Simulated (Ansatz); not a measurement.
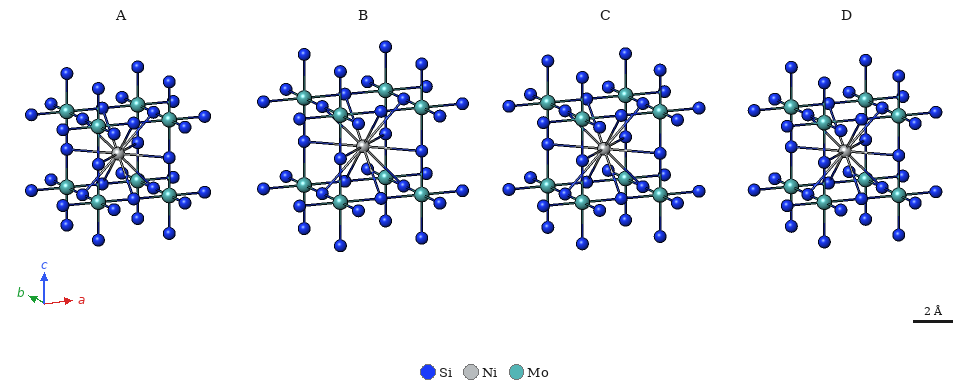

4 geometries from one relaxation of crystalline Si₃NiMo (a generated structure, set up in Pm-3m) (coarse preliminary run), in shuffled order. The picture is a ball-and-stick view of the cell of the calculation, seen slightly off an axis.

These are results of DFT PBE, scalar-relativistic, plane waves, PAW (Ansatz), not measurements. (plane-wave cutoff 420 eV; k-point mesh 4 × 4 × 4; occupations gaussian; smearing width 0.1 eV; collinear spin; cell and atoms relaxed; force threshold 0.04 eV/Å; at most 70 steps)

**Order the frames from highest to lowest energy.**

A, D, C, B. They are steps 0, 1, 2, 7, at +1150 meV per atom, +463 meV per atom, +113 meV per atom relative to the last. After 5 accepted moves (7 points after the start) the energy has fallen by 1150 meV per atom. All forces vanish by symmetry, so only the cell relaxes. Pressure: 72.83 GPa at the start and 0.28 GPa at the end. At 2 points the geometry stayed and the basis and grid were re-selected for the new cell (energy shift of 20.6 meV per atom at most each time). The atoms keep their places relative to the cell (all moves are under 0.005 Å). Cell: a = b = c 4.056 → 4.658 Å (+14.9 %). Volume +51.5 %. Among the contacts that change: Si–Si 2.868 → 3.294 Å, Ni–Si 2.868 → 3.294 Å, Mo–Si 2.028 → 2.329 Å. The space group stays Pm-3m (No. 221). The program noted that the starting moments weren't kept. The run may lie on a higher electronic state than the lowest, so the end point isn't shown to be the ground-state structure.

Limits of the set-up: the k-point mesh is coarse for a cell with partly filled bands.
